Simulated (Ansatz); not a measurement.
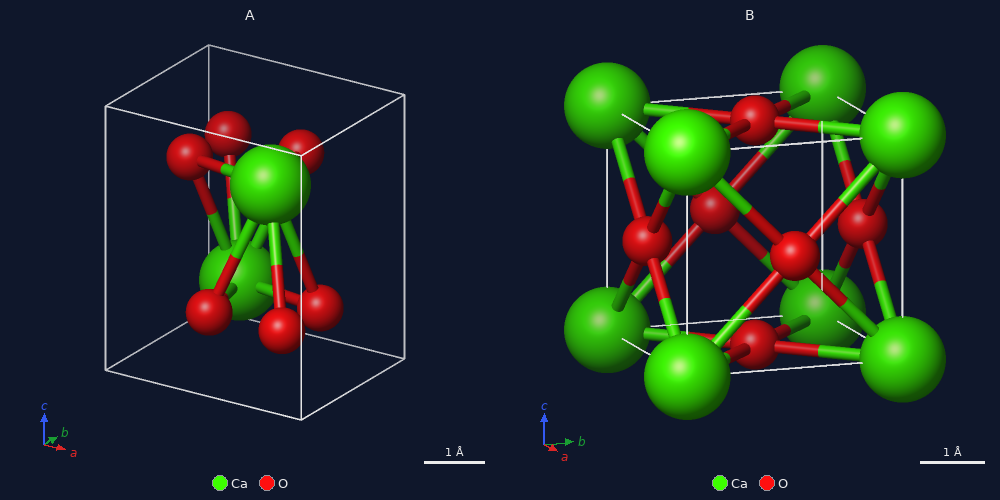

Two structures of CaO$_{3}$, each relaxed to rest (conventional cells in solid outline, small ones repeated, not to one scale). Method: Ansatz, DFT PBE, scalar-relativistic, plane waves, PAW, with collinear spins.

What are A and B?

A: 8 atoms a cell on a primitive hexagonal lattice, P6_3/mmc. B: Cu₃Au (L1₂) type, Pm-3m.

What is the energy order of the two?

A is lower, by 88 meV/atom at this level of theory (energies at zero smearing). Volumes: A 12.6, B 11.6 Å³/atom.

One or both may be structure types tried for this composition rather than known phases.
